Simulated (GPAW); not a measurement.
# How the form of the self-energy moves the gap of SnO (honeycomb monolayer)

How much does the gap of SnO (honeycomb monolayer) depend on the approximation to the self-energy?

Main program and level: GPAW 26.7.0; LDA and many-body steps on it, plane waves.

## (1) The structure

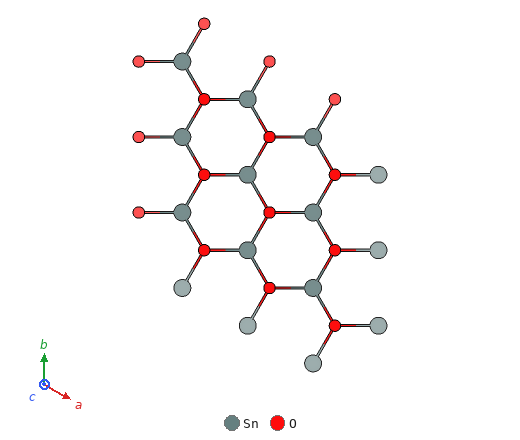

The cell as given, from above (tin teal, oxygen red). 3×3×1 cells are drawn. Some periodic images of atoms are drawn too.

The cell holds 2 atoms: 1 Sn and 1 O. Cell: a = 3.227 Å, b = 3.227 Å, c = 11.400 Å, α = 90.0°, β = 90.0°, γ = 120.0°. Vacuum lies along c.

Coordinates:

```xyz
2
Lattice="3.2274 0.0000 0.0000 -1.6137 2.7950 0.0000 0.0000 0.0000 11.4000" Properties=species:S:1:pos:R:3
Sn    0.0000    1.8634    5.1891
O     1.6137    0.9317    6.2111
```

The structure was relaxed with LDA. The runs that relaxed it are not among those shown.

## (2) Empty states on the mesh, 12×12×1 mesh, 177 bands

This step: GPAW 26.7.0; DFT, LDA, plane waves, PAW.

The sums over transitions need many empty states on a uniform mesh; this step solves for them.

run.py reads:

```python
import json
import numpy as np
from gpaw.mpi import world
from gpaw import GPAW

calc = GPAW('gs.gpw').fixed_density(kpts={'size': (12, 12, 1), 'gamma': True},
    nbands=206,
    convergence={'bands': 177},
    txt='nscf.txt')
calc.write('full.gpw', mode='all')
res = {}
kpts = calc.get_ibz_k_points()
res['kpts'] = kpts
res['eigenvalues'] = [calc.get_eigenvalues(kpt=k) for k in range(len(kpts))]
res['n_electrons'] = calc.get_number_of_electrons()

if world.rank == 0:
    with open('result.json', 'w') as f:
        json.dump(res, f, default=lambda x: x.tolist())
```

Command:

```bash
$ mpirun -n 4 gpaw python run.py
```

The program printed:

```text
Diagonalizing LCAO Hamiltonian
Converting LCAO to pw mode
convergence criteria:
- Maximum integral of absolute [eigenst]ate change: 4e-08 eV^2 / valence electron
maximum number of iterations: 100

SCF iterations
|iter     |     time |      energy | eigst |  dens |
|iter:   1|  |             | +4.60 |       |
|iter:   2|  |             | +3.40 |       |
|iter:   3|  |             | +2.30 |       |
[...]
|iter:  13|  |             | -6.54 |       |
|iter:  14|  |             | -7.03 |       |
|iter:  15|  |             | -7.43c|       |
SCF steps: 15
  __  _  _
 | _ |_)|_||  |
 |__||  | ||/\| - 26.7.0

Input parameters:
  mode=PW(ecut=600.0),
  convergence={'bands': 177},
  gpts=array([20, 20, 70]),
  kpts=MonkhorstPack(size=(12, 12, 1), gamma=True),
  maxiter=100,
  nbands=206,
  occupations=Occupations(name='fermi-dirac', width=0.001, fixmagmom=False),
  parallel={},
  xc=XC(name='LDA')
# Writing to full.gpw (mode='all')
  [... matrices ...]

timing:  # [seconds]
  Total: 0.088  # ━━━━━━━━━━━━━━━━━━━━━━━━━━━━━━━━━━━━━━━━━━━━━━━━━━━━━━━━━━━
```

Wall time 1.9 min (4 MPI ranks of Arm Neoverse V1, shared host); peak memory 1.1 GiB.

This step gave:

```yaml
gap: 1.476 eV
k_of_the_valence_top: 0.3333, 0.3333, 0
k_of_the_conduction_bottom: 0.5, 0.5, 0
least_direct_gap: 2.043 eV
k_points_computed: 19
lowest_point_of_the_top_converged_band_above_the_valence_top: 78.1779 eV
```

On this mesh the gap is 1.476 eV.

## (3) One-shot HSE06

This step: one-shot HSE06 levels on LDA orbitals, plane waves, PAW.

run.py reads:

```python
import json
import numpy as np
from gpaw.mpi import world
from gpaw.hybrids.eigenvalues import non_self_consistent_eigenvalues

dft, vxc, vxc_hyb = non_self_consistent_eigenvalues('full.gpw', 'HSE06', 8, 12, kpt_indices=[0, 9, 18])
res = {'dft': dft[0], 'hybrid': (dft - vxc + vxc_hyb)[0]}
if world.rank == 0:
    with open('hybrid.txt', 'w') as f:
        for k, e0, e1 in zip([0, 9, 18], res['dft'], res['hybrid']):
            print(k, ' '.join(f'{x:9.4f}' for x in e0), '|', ' '.join(f'{x:9.4f}' for x in e1), file=f)

if world.rank == 0:
    with open('result.json', 'w') as f:
        json.dump(res, f, default=lambda x: x.tolist())
```

Command:

```bash
$ mpirun -n 4 gpaw python run.py
```

The program printed:

```text
IBZ(<points: 19, symmetries: 6>)
Occupied bands: 10
Transforming wave functions from IBZ to BZ: 0.075 seconds
Distributing wave functions and iFFT-ing to real space: 0.670 seconds
Calculating eigenvalues:
  k-points: 3
  Bands: 8-11 (inclusive)
  Seconds: 2.767 (wave-function broadcasting: 0.015 seconds)
HSE06-eigenvalue shifts:
  min: -1.194 eV
  ave: -0.093 eV
  max: 0.963 eV
```

Run time: 6.6 s. Hardware: 4 MPI ranks; peak memory 1.6 GiB.

This step gave:

| Property | Result |
| --- | --- |
| starting gap on the mesh | 1.476 eV |
| hybrid gap on the mesh | 1.959 eV |
| least direct hybrid gap on the computed points | 2.662 eV |

## (4) GLLB-SC, self-consistent

This step: DFT, GLLB-SC with its derivative discontinuity, plane waves, PAW.

run.py reads:

```python
import json
import numpy as np
from gpaw.mpi import world
from ase import Atoms
from gpaw import GPAW, PW, FermiDirac

atoms = Atoms(['Sn', 'O'],
    cell=[[3.2274274464, 0.0000000000, 0.0000000000],
      [-1.6137137232, 2.7950341575, 0.0000000000],
      [0.0000000000, 0.0000000000, 11.4000000000]],
    scaled_positions=[[0.3333333333, 0.6666666667, 0.4551838662],
      [0.6666666667, 0.3333333333, 0.5448293796]],
    pbc=(True, True, False))
calc = GPAW(mode=PW(600),
    xc='GLLBSC',
    kpts={'size': (12, 12, 1), 'gamma': True},
    occupations=FermiDirac(0.001),
    nbands=-7,
    convergence={'bands': -3},
    maxiter=120,
    txt='gllbsc.txt')
atoms.calc = calc
atoms.get_potential_energy()
homo, lumo = calc.get_homo_lumo()
response = calc.hamiltonian.xc.response
dxc_pot = response.calculate_discontinuity_potential(homo, lumo)
ks_gap, dxc = response.calculate_discontinuity(dxc_pot)
res = {'ks_gap': ks_gap, 'dxc': dxc}

if world.rank == 0:
    with open('result.json', 'w') as f:
        json.dump(res, f, default=lambda x: x.tolist())
```

Command:

```bash
$ mpirun -n 4 gpaw python run.py
```

The program printed:

```text
[banner, memory and clock lines left out]
___ ___ ___ _ _ _
 |   |   |_  | | | |
 | | | | | . | | | |
 |__ |  _|___|_____|  26.7.0
 |___|_|

Input parameters:
  convergence: {bands: -3}
  kpts: {gamma: True,
         size: (12, 12, 1)}
  maxiter: 120
  mode: {ecut: 600.0,
         name: pw}
  nbands: -7
  occupations: {fixmagmom: False,
                name: fermi-dirac,
                width: 0.001}
  xc: GLLBSC

System changes: positions, numbers, cell, pbc, initial_charges, initial_magmoms

Initialize ...

species:
  Sn:
    name:    Tin
    Z:       50.0
    valence: 14
    core:    36
    charge:  0.0  # [|e|]
    compensation charges:
      type: gauss
      rc: 0.38  # [Å]
      lmax: 2
    cutoffs:
      filter: 2.23  # [Å]
      core: 2.35  # [Å]
    projectors
    | kind |    occ | energy [eV] | rcut [Å] |
    |   5s |  2.000 |     -11.581 |    1.201 |
    |   5p |  2.000 |      -5.035 |    1.270 |
    |   4d | 10.000 |     -27.256 |    1.185 |
    |    s |        |      15.630 |    1.201 |
    |    p |        |      22.176 |    1.270 |
    |    d |        |      -0.045 |    1.185 |

    Using partial waves for Sn as LCAO basis

  O:
    name:    Oxygen
    Z:       8.0
    valence: 6
    core:    2
    charge:  0.0  # [|e|]
    compensation charges:
      type: gauss
      rc: 0.21  # [Å]
      lmax: 2
    cutoffs:
      filter: 1.17  # [Å]
      core: 0.83  # [Å]
    projectors
    | kind |    occ | energy [eV] | rcut [Å] |
    |   2s |  2.000 |     -28.986 |    0.688 |
    |   2p |  4.000 |     -13.358 |    0.598 |
    |    s |        |      -1.774 |    0.688 |
    |    p |        |      13.853 |    0.598 |
    |    d |        |       0.000 |    0.619 |

    Using partial waves for O as LCAO basis

Reference energy: -169969.336759  # eV

Spin-paired calculation

Convergence criteria:
 Maximum [total energy] change in last 3 cyles: 0.0005 eV / valence electron
 Maximum integral of absolute [dens]ity change: 0.0001 electrons / valence electron
 Maximum integral of absolute [eigenst]ate change: 4e-08 eV^2 / valence electron
 Maximum number of scf [iter]ations: 120
 (Square brackets indicate name in SCF output, whereas a 'c' in
 the SCF output indicates the quantity has converged.)
  [... matrices ...]
Symmetries present (total): 6

  [... matrices ...]
144 k-points: 12 x 12 x 1 Monkhorst-Pack grid + [1/24,1/24,0.000000]
19 k-points in the irreducible part of the Brillouin zone
       k-points in crystal coordinates                weights
   0:    -0.00000000   -0.00000000    0.00000000          1/144
   1:     0.08333333   -0.00000000    0.00000000          6/144
   2:     0.16666667   -0.08333333    0.00000000          6/144
   3:     0.16666667   -0.00000000    0.00000000          6/144
   4:     0.25000000   -0.08333333    0.00000000         12/144
   5:     0.25000000   -0.00000000    0.00000000          6/144
   6:     0.33333333   -0.16666667    0.00000000          6/144
   7:     0.33333333   -0.08333333    0.00000000         12/144
   8:     0.33333333   -0.00000000    0.00000000          6/144
   9:     0.33333333    0.33333333    0.00000000          2/144
          ...
  18:     0.50000000    0.50000000    0.00000000          3/144

Wave functions: Plane wave expansion
  Cutoff energy: 600.000 eV
  Number of coefficients (min, max): 3406, 3489
  Pulay-stress correction: 0.000000 eV/Ang^3 (de/decut=0.000000)
  Using FFTW library
  Wavefunction extrapolation:
    Improved wavefunction reuse through dual PAW basis

Occupation numbers: Fermi-Dirac:
  width: 0.0010  # eV

Eigensolver
   Davidson(niter=2)

Densities:
  Coarse grid: 20*20*70 grid
  Fine grid: 40*40*140 grid
  Total Charge: 0.000000

Density mixing:
  Method: separate
  Backend: msr1
  Linear mixing parameter: 0.05
  old densities: 10
  Width of damping distribution: 1.1
  Damping of long wavelength oscillations: 20

Hamiltonian:
  XC and Coulomb potentials evaluated on a 40*40*140 grid
  Using the GLLBSC Exchange-Correlation functional
  External potential:
    NoExternalPotential

XC parameters: GLLBSC functional being used consists of
  | Weight | Module     | Description                                   |
  |  1.000 | SCREENING  | GGA_X_PBE_SOL with 2 nearest neighbor stencil |
  |  1.000 | RESPONSE   | eps=0.0500 eV                                 |
  |  1.000 | XC         | GGA_C_PBE_SOL with 2 nearest neighbor stencil |

Memory estimate:

Total number of cores used: 4
Parallelization over k-points: 4

Number of atoms: 2
Number of atomic orbitals: 13
Number of bands in calculation: 17
Number of valence electrons: 20
Bands to converge: 14

... initialized

Initializing position-dependent things.

Density initialized from atomic densities
Creating initial wave functions:
  13 bands from LCAO basis set
  4 bands from random numbers

           O
        Sn

Atomic positions and initial magnetic moments

Positions:
   0 Sn    -0.000000    1.863356    5.189096    ( 0.0000,  0.0000,  0.0000)
   1 O      1.613714    0.931678    6.211055    ( 0.0000,  0.0000,  0.0000)
  [... matrices ...]
Unit cell:
           periodic     x           y           z      points  spacing
  1. axis:    yes    3.227427    0.000000    0.000000    20     0.1398
  2. axis:    yes   -1.613714    2.795034    0.000000    20     0.1398
  3. axis:    no     0.000000    0.000000   11.400000    70     0.1629

  Lengths:   3.227427   3.227427  11.400000
  Angles:   90.000000  90.000000 120.000000

Effective grid spacing dv^(1/3) = 0.1543

iter:   1    -16.561965   +1.97
iter:   2    -14.540372   +0.58  -0.97
iter:   3    -12.534736   -0.35  -1.03
iter:   4    -11.551379   -0.65  -1.29
iter:   5    -12.228812   -1.35  -1.64
iter:   6    -11.540769   -1.48  -1.48
iter:   7    -11.469168   -2.03  -2.09
iter:   8    -11.471725   -3.24  -2.62
iter:   9    -11.490658   -3.65  -2.84
iter:  10    -11.472561   -4.28  -2.98
iter:  11    -11.479363   -4.53  -3.27
iter:  12    -11.480232c  -5.66  -4.23c
iter:  13    -11.480764c  -5.92  -4.29c
iter:  14    -11.480132c  -6.87  -4.40c
iter:  15    -11.480283c  -7.31  -4.94c
iter:  16    -11.480308c  -7.77c -5.04c

Converged after 16 iterations.

Dipole moment: (-3.038833, 1.754471, -0.101628) |e|*Ang

Energy contributions relative to reference atoms: (reference = -169969.336759)
  [... matrices ...]
Kinetic:        +31.081672
Potential:      -27.839590
External:        +0.000000
XC:             -14.742307
Entropy (-ST):   -0.000000
Local:           +0.019917
SIC:             +0.000000
Free energy:    -11.480308
Extrapolated:   -11.480308

GLLBSC response reference energy: -2.87347 eV (from HOMO)
  [... matrices ...]
Showing only first 2 kpts
 Kpt  Band  Eigenvalues  Occupancy
  0     8     -5.93436    2.00000
  0     9     -4.79509    2.00000
  0    10     -0.64506    0.00000
  0    11      4.15397    0.00000

  1     8     -5.98611    2.00000
  1     9     -4.69760    2.00000
  1    10     -0.36149    0.00000
  1    11      4.28349    0.00000

Fermi level: -2.51361

Gap: 1.647 eV
Transition (v -> c):
  (s=0, k=9, n=9, [0.33, 0.33, 0.00]) -> (s=0, k=18, n=10, [0.50, 0.50, 0.00])
Direct/indirect transitions are different
Direct gap: 2.230 eV
Transition at: (s=0, k=18, n=9, [0.50, 0.50, 0.00])
  [... matrices ...]
```

Elapsed: 11 s, on 4 MPI ranks; peak memory 0.81 GiB; 43 s of CPU time.

Numbers from this step:

| Item | Value |
| --- | --- |
| starting gap on the mesh | 1.647 eV |
| derivative discontinuity | 0.7553 eV |
| quasiparticle gap on the mesh | 2.402 eV |

(Continued in part 2 of 2.)

[Paths, hosts, dates, memory and timing lines, banners, echoed tables and standing remarks are left out of the program output.]

[Logs are printed without paths, hosts, clocks, repeated set-up lines and the standing remarks that a program may print on its own settings, such as how far it seeks lower states.]

[Runs of the session that timed out or met a known fault of the program may be left out.]

[Hosts, paths, dates, database ids (printed as entryN), source tags and the programs' standing remarks are cut or masked in the printed files.]
